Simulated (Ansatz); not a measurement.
Geometry relaxation of C2H7AlO2 (part 2 of 2)

C2H7AlO2, SMILES C[CH2][Al]([OH])[OH]; RKS PBE-D4/def2-SVP (Ansatz 0.2.0). The geometry: force-field start.

Geometry of the input (Å):
```
C  -1.4936  -0.5559  0.6149
C  -0.6157  -0.5534  -0.6023
Al 0.9167  0.6782  -0.3731
O  2.3013  0.8139  -1.6726
O  1.1120  1.6569  1.1606
H  -1.9410  0.5314  0.7477
H  -2.3678  -1.2002  0.4399
H  -0.9620  -0.8129  1.5125
H  -0.2271  -1.5667  -0.7022
H  -1.1652  -0.2409  -1.4885
H  2.8801  0.1065  -1.4136
H  1.6393  1.0880  1.8107
```

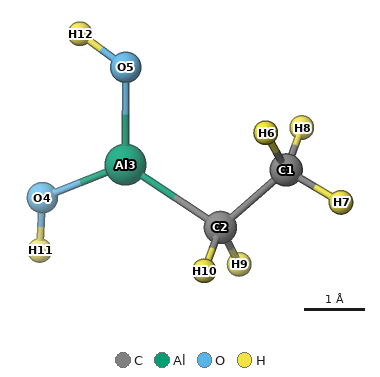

*The geometry at step 8 of the log (ball-and-stick view, seen at a tilt; atoms are numbered from 1 in the order of the input).*

Trajectory as extended XYZ, continued:
```
12
Properties=species:S:1:pos:R:3:forces:R:3 step=3 energy=-12863.94876
C    -1.5967   -0.5416    0.6006    0.3419  -0.5236  -0.0136
C    -0.5640   -0.5106   -0.5508   -0.1471  -0.0150  -0.0117
Al    1.0012    0.6619   -0.3132   -0.3718   0.0964   0.2464
O     2.2036    0.8128   -1.5441    1.0030  -1.1159   0.0516
O     1.1571    1.6092    1.1350    0.4512  -0.5715   0.3755
H    -2.0446    0.4422    0.7829   -0.1688   0.3949  -0.0127
H    -2.4286   -1.2581    0.4093    0.0740   0.0844  -0.0406
H    -1.1380   -0.8447    1.5723   -0.0079   0.0308  -0.2104
H    -0.1692   -1.5354   -0.7708   -0.0445   0.1220   0.1047
H    -1.0424   -0.2158   -1.5173   -0.0150  -0.0005   0.1267
H     2.8583    0.0570   -1.5298   -0.6885   0.9873  -0.2877
H     1.8403    1.2680    1.7598   -0.4267   0.5107  -0.3282
12
Properties=species:S:1:pos:R:3:forces:R:3 step=4 energy=-12864.04621
C    -1.6035   -0.5585    0.5986    0.1788  -0.3868  -0.0050
C    -0.5807   -0.5119   -0.5561   -0.1406  -0.0180   0.0144
Al    0.9949    0.6223   -0.2872   -0.1994   0.1319   0.0823
O     2.2262    0.7812   -1.4902    0.6648  -0.7302   0.0672
O     1.1139    1.5650    1.1577    0.6918  -0.4229   0.5789
H    -2.0298    0.4333    0.8162   -0.0863   0.2374  -0.0047
H    -2.4525   -1.2462    0.3840    0.0394   0.0673  -0.0347
H    -1.1498   -0.9116    1.5535    0.0141   0.0521  -0.1573
H    -0.2010   -1.5330   -0.8068   -0.0392   0.0644   0.0842
H    -1.0618   -0.1790   -1.5055   -0.0339   0.0065   0.0452
H     2.8877    0.0497   -1.5273   -0.4152   0.5872  -0.2080
H     1.9334    1.4335    1.6972   -0.6743   0.4113  -0.4625
12
Properties=species:S:1:pos:R:3:forces:R:3 step=5 energy=-12864.17846
C    -1.5997   -0.5772    0.5993    0.0722  -0.1587   0.0085
C    -0.6002   -0.4939   -0.5674   -0.0249   0.0065  -0.0424
Al    1.0016    0.5943   -0.2629   -0.0415   0.0684   0.0524
O     2.3000    0.7329   -1.3974    0.2794  -0.3524   0.1169
O     1.0661    1.4964    1.2084    0.5411  -0.1681   0.2875
H    -2.0270    0.4114    0.8481   -0.0354   0.1176  -0.0004
H    -2.4504   -1.2588    0.3790    0.0141   0.0285  -0.0238
H    -1.1227   -0.9490    1.5320    0.0015   0.0158  -0.0707
H    -0.2360   -1.5081   -0.8565   -0.0274   0.0075   0.0284
H    -1.0898   -0.1142   -1.4935   -0.0393  -0.0118   0.0229
H     2.8965   -0.0144   -1.5962   -0.2343   0.2858  -0.0785
H     1.9387    1.6255    1.6412   -0.5056   0.1610  -0.3009
12
Properties=species:S:1:pos:R:3:forces:R:3 step=6 energy=-12864.27269
C    -1.5950   -0.5936    0.5920   -0.0567  -0.0202  -0.0031
C    -0.5922   -0.4934   -0.5680    0.0688   0.0039  -0.0239
Al    1.0222    0.5720   -0.2112   -0.0363  -0.0041  -0.0012
O     2.3701    0.6946   -1.2852    0.1611  -0.2052   0.0920
O     1.0738    1.4621    1.2649    0.2562  -0.0126   0.0493
H    -1.9955    0.4003    0.8790    0.0271   0.0015  -0.0018
H    -2.4667   -1.2341    0.3367   -0.0049  -0.0009  -0.0097
H    -1.1352   -1.0229    1.5060    0.0185   0.0132  -0.0117
H    -0.2442   -1.5067   -0.8806   -0.0289   0.0255   0.0229
H    -1.0804   -0.0828   -1.4826    0.0143   0.0043   0.0416
H     2.7985   -0.0693   -1.7093   -0.1599   0.1967  -0.0178
H     1.9215    1.8186    1.5923   -0.2593  -0.0022  -0.1366
12
Properties=species:S:1:pos:R:3:forces:R:3 step=7 energy=-12864.30567
C    -1.5938   -0.6105    0.5810    0.2814   0.0973   0.3246
C    -0.5781   -0.4933   -0.5662   -0.4304  -0.2550  -0.2329
Al    1.0423    0.5212   -0.1830    0.1516   0.1604   0.1520
O     2.4808    0.6279   -1.1331    0.0773  -0.4182  -0.2501
O     1.0624    1.4370    1.2761    0.0098   0.0393  -0.0505
H    -1.9315    0.3913    0.9164   -0.0694  -0.0224   0.0049
H    -2.4957   -1.2117    0.3309    0.0973   0.0358  -0.0851
H    -1.1084   -1.0775    1.4623   -0.1482  -0.0585   0.0976
H    -0.2965   -1.5103   -0.9245    0.0554   0.0288  -0.0365
H    -1.0926   -0.0305   -1.4377    0.1410   0.0536  -0.1553
H     2.7357   -0.0572   -1.7831   -0.1326   0.3492   0.2082
H     1.8522    1.9585    1.4950   -0.0331  -0.0104   0.0231
12
Properties=species:S:1:pos:R:3:forces:R:3 step=8 energy=-12864.30911
C    -1.5153   -0.5672    0.5964   -0.0544  -0.0025  -0.2237
C    -0.5835   -0.5460   -0.6293    0.1698   0.2335   0.1932
Al    1.0240    0.4802   -0.1623   -0.1019  -0.0805  -0.1448
O     2.4866    0.5558   -1.0587    0.2567  -0.1568  -0.2897
O     0.9384    1.4102    1.2804    0.0971   0.0766   0.0357
H    -1.7515    0.4632    0.9353   -0.1216  -0.0715  -0.0371
H    -2.4624   -1.1054    0.3798   -0.0561   0.0408   0.1278
H    -1.0242   -1.0563    1.4587   -0.0395  -0.1279   0.0829
H    -0.3159   -1.5671   -0.9703    0.0005  -0.0916   0.0110
H    -1.0653   -0.0617   -1.5076   -0.0636   0.0057   0.0187
H     2.6432   -0.0052   -1.8408   -0.0350   0.1875   0.2107
H     1.7029    1.9445    1.5525   -0.0520  -0.0133   0.0153
12
Properties=species:S:1:pos:R:3:forces:R:3 step=9 energy=-12864.33074
C    -1.5507   -0.5880    0.6003    0.0577   0.0154   0.0557
C    -0.5807   -0.5212   -0.5932   -0.0334  -0.0478  -0.0708
Al    1.0555    0.4841   -0.1937    0.0240   0.0477   0.2173
O     2.5591    0.4998   -1.0391   -0.0795   0.0118  -0.0459
O     0.9794    1.4333    1.2407    0.0485   0.0320  -0.0343
H    -1.8279    0.4258    0.9533   -0.0266  -0.0042   0.0017
H    -2.4911   -1.1302    0.3621    0.0202   0.0011  -0.0414
H    -1.0872   -1.1001    1.4695   -0.0293  -0.0052  -0.0092
H    -0.3112   -1.5429   -0.9450   -0.0123   0.0180  -0.0103
H    -1.0737   -0.0392   -1.4684   -0.0047  -0.0175  -0.0139
H     2.6790    0.0447   -1.8861    0.0466  -0.0306  -0.0335
H     1.7265    1.9790    1.5337   -0.0113  -0.0207  -0.0155
12
Properties=species:S:1:pos:R:3:forces:R:3 step=10 energy=-12864.33793
C    -1.5653   -0.6049    0.5984   -0.0225  -0.0248  -0.0022
C    -0.5838   -0.5108   -0.5830    0.0149  -0.0113   0.0118
Al    1.0523    0.4966   -0.1678   -0.0406  -0.0141  -0.0215
O     2.5237    0.5180   -1.0588    0.0593  -0.0003  -0.0375
O     1.0221    1.4743    1.2431   -0.0296   0.0317   0.0608
H    -1.8657    0.3980    0.9633   -0.0006   0.0064   0.0049
H    -2.4944   -1.1518    0.3292   -0.0020  -0.0021  -0.0035
H    -1.1159   -1.1325    1.4653   -0.0043   0.0062  -0.0069
H    -0.3057   -1.5256   -0.9473    0.0083   0.0053   0.0064
H    -1.0763   -0.0278   -1.4585    0.0242   0.0191   0.0114
H     2.6982    0.0066   -1.8623   -0.0160  -0.0147  -0.0151
H     1.7880    2.0049    1.5122    0.0090  -0.0014  -0.0088
12
Properties=species:S:1:pos:R:3:forces:R:3 step=11 energy=-12864.33981
C    -1.5719   -0.6121    0.5946   -0.0028  -0.0035  -0.0026
C    -0.5742   -0.5068   -0.5726   -0.0223  -0.0048   0.0005
Al    1.0572    0.5058   -0.1589    0.0105   0.0050   0.0268
O     2.5234    0.5132   -1.0657   -0.0047  -0.0071  -0.0202
O     1.0342    1.4895    1.2512   -0.0117  -0.0014  -0.0040
H    -1.8796    0.3874    0.9636   -0.0014   0.0021  -0.0031
H    -2.4959   -1.1592    0.3085    0.0032   0.0016  -0.0029
H    -1.1332   -1.1446    1.4638    0.0012  -0.0007  -0.0052
H    -0.2894   -1.5185   -0.9400    0.0071   0.0051   0.0006
H    -1.0574   -0.0186   -1.4511    0.0154   0.0013   0.0134
H     2.6597   -0.0108   -1.8696    0.0010   0.0023   0.0012
H     1.8042    2.0196    1.5101    0.0045   0.0003  -0.0044
12
Properties=species:S:1:pos:R:3:forces:R:3 step=12 energy=-12864.34014
C    -1.5796   -0.6182    0.5925    0.0101  -0.0009  -0.0136
C    -0.5690   -0.5057   -0.5626   -0.0087   0.0004   0.0114
Al    1.0621    0.5062   -0.1468    0.0062   0.0153  -0.0105
O     2.5144    0.5169   -1.0773   -0.0183   0.0227   0.0573
O     1.0468    1.5002    1.2560    0.0257   0.0123   0.0079
H    -1.8915    0.3793    0.9633    0.0002  -0.0028  -0.0010
H    -2.5002   -1.1636    0.2920    0.0054   0.0024   0.0019
H    -1.1495   -1.1564    1.4623   -0.0042  -0.0004   0.0008
H    -0.2783   -1.5141   -0.9345   -0.0071  -0.0017  -0.0001
H    -1.0414   -0.0103   -1.4427    0.0055  -0.0040   0.0038
H     2.6430   -0.0218   -1.8714    0.0094  -0.0272  -0.0495
H     1.8201    2.0324    1.5034   -0.0242  -0.0160  -0.0083
12
Properties=species:S:1:pos:R:3:forces:R:3 step=13 energy=-12864.34026
C    -1.5799   -0.6174    0.5920   -0.0088  -0.0009   0.0064
C    -0.5685   -0.5068   -0.5612    0.0045   0.0016  -0.0081
Al    1.0621    0.5066   -0.1469    0.0003  -0.0017   0.0000
O     2.5151    0.5142   -1.0752    0.0004   0.0015   0.0015
O     1.0485    1.4981    1.2575    0.0006   0.0004   0.0000
H    -1.8931    0.3804    0.9610    0.0009  -0.0008  -0.0003
H    -2.5000   -1.1633    0.2911    0.0017   0.0010   0.0006
H    -1.1519   -1.1544    1.4636   -0.0006   0.0009  -0.0003
H    -0.2786   -1.5162   -0.9311    0.0006   0.0007  -0.0002
H    -1.0396   -0.0133   -1.4429    0.0008  -0.0022   0.0019
H     2.6422   -0.0146   -1.8773   -0.0001  -0.0003  -0.0018
H     1.8206    2.0315    1.5035   -0.0001  -0.0002   0.0002
```

Key numbers:

| quantity | value |
| --- | --- |
| outcome | converged |
| total energy | −12864.3403 eV |
| mean-field energy | −12864.1375 eV |
| dispersion energy | −0.2028 eV |
| SCF solution under orbital rotations | stable |
| largest force (length of the vector) at the end | 0.011 eV/Å |
| dipole moment | 1.47 D |
| hardware | 4 threads of Arm Neoverse V1, 23 GiB of memory available, shared host |
| wall time | 17 s (CPU time 60 s) |
| peak memory | 0.15 GiB |
